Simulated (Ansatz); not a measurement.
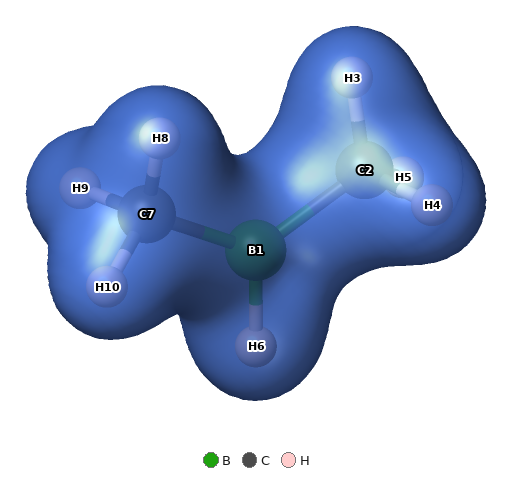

*C2H7B. Isosurface of the electron density at 0.2 e/Å³ (blue), seen at a tilt.*

Computed with RKS PBE0-D4/def2-SVP in Ansatz 0.2.0.

```json
{"atom": "B", "x (Å)": "0.3114", "y (Å)": "0.2175", "z (Å)": "-0.0255"}
{"atom": "C", "x (Å)": "0.6754", "y (Å)": "-0.0378", "z (Å)": "1.4729"}
{"atom": "H", "x (Å)": "-0.1808", "y (Å)": "-0.2158", "z (Å)": "2.1409"}
{"atom": "H", "x (Å)": "1.2769", "y (Å)": "-0.9701", "z (Å)": "1.4632"}
{"atom": "H", "x (Å)": "1.3399", "y (Å)": "0.7267", "z (Å)": "1.9042"}
{"atom": "H", "x (Å)": "1.1686", "y (Å)": "0.6883", "z (Å)": "-0.7510"}
{"atom": "C", "x (Å)": "-1.0890", "y (Å)": "-0.0940", "z (Å)": "-0.6450"}
{"atom": "H", "x (Å)": "-1.7319", "y (Å)": "-0.7543", "z (Å)": "-0.0433"}
{"atom": "H", "x (Å)": "-1.5987", "y (Å)": "0.8906", "z (Å)": "-0.6961"}
{"atom": "H", "x (Å)": "-1.0478", "y (Å)": "-0.4511", "z (Å)": "-1.6856"}
```

Which contacts does the surface bridge?

At this value the surface is in one piece. It bridges the sampled C–B (1.56 Å), C–H (1.10 Å) and B–H (1.22 Å) contacts, where the density stays above the isovalue. On the grid the lowest density along these lines, outside the cores, is 1.2 e/Å³ (C–B, 1.56 Å), 1.8 e/Å³ (C–H, 1.10 Å) and 1.1 e/Å³ (B–H, 1.22 Å).
